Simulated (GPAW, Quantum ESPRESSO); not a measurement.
The F K edge of atom 2 in ScF3 (Pm-3m), with 2 Sc at 2.01 Å (linear, site symmetry 4/mmm), was computed in 2 ways: full core hole (charged cell) and no core hole. Program and functional: GPAW, LDA, Gaussian full width 0.9 eV up to 4 eV, rising linearly to 3.5 eV at 25 eV; cells of 4 and 16 atoms (the run without a hole in the smaller).

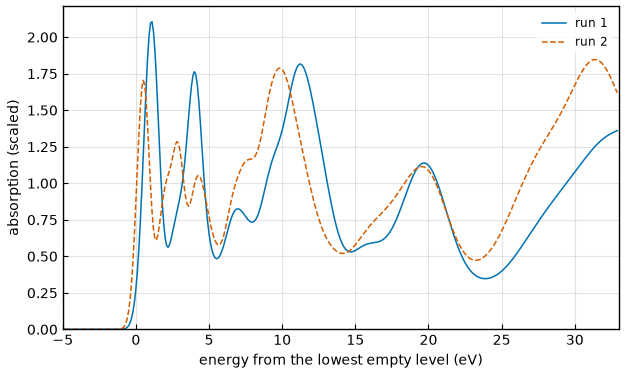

Each run is counted from its own lowest empty level or Fermi level and scaled to a mean of 1 over its first 20 eV.

**Question.** Which run is which?

Run 1: no core hole (area from −2 to 6 eV 6.5, main maxima 1.1 eV (2.11), 4.0 eV (1.76), 11.2 eV (1.82) and 19.7 eV (1.14)). Run 2: full core hole (charged cell) (area from −2 to 6 eV 6.1, main maxima 0.5 eV (1.70), 2.8 eV (1.28), 9.8 eV (1.79) and 19.5 eV (1.11)). With each curve scaled to its own mean, the area from −2 to 6 eV with the hole is 6.1 against 6.5, and the centre of weight from −1 to 20 eV moves by +0.0 eV (first and strongest maxima below 20 eV: 1.1 eV (2.11), 4.0 eV (1.76) and 11.2 eV (1.82) without the hole, 0.5 eV (1.70), 2.8 eV (1.28) and 9.8 eV (1.79) with it); the shape changes all the same, by 37 % r.m.s.

[Hosts, paths, dates, database ids (printed as entryN), source tags and the programs' standing remarks are cut or masked in the printed files.]

[Lists of maxima count a maximum above −3 eV only where it reaches 4 % of the highest in the window and stands out from its surroundings by 2 % of it (1.5 % where it reaches 55 %); shoulders and weaker maxima are passed over, and of the rest the first, up to two pre-edge ones and the few strongest are named.]
